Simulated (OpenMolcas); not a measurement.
**How basis sets differ on AlClOF (SMILES [O][Al]([F])[Cl])**

The species is AlClOF (4 atoms), meant as a doublet with charge 0. As SMILES, `[O][Al]([F])[Cl]`. The coordinates come from a PBE0-D4/def2-TZVP relaxation.

Quantity: the dipole moment, in D. The values are calculated.

```csv
level,kind,program,value (D),CPU time
UHF/STO-3G,Hartree–Fock,OpenMolcas,1.84,2.5 s
UHF/3-21G,Hartree–Fock,OpenMolcas,0.52,3.1 s
UHF/def2-SVP,Hartree–Fock,OpenMolcas,0.52,5.2 s
UHF/def2-TZVP (RICD fitting),Hartree–Fock,OpenMolcas,0.56,16 s
```

The values span 0.52 to 1.84 D. Magnitudes only: a small dipole may point the other way at some levels. Sets without polarisation functions give poor dipoles. CPU times are rough (shared hosts, several kinds of processor): they show what a rung costs within a factor of a few.

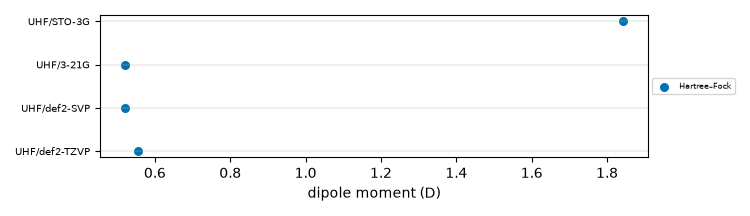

The values of the table, level by level.
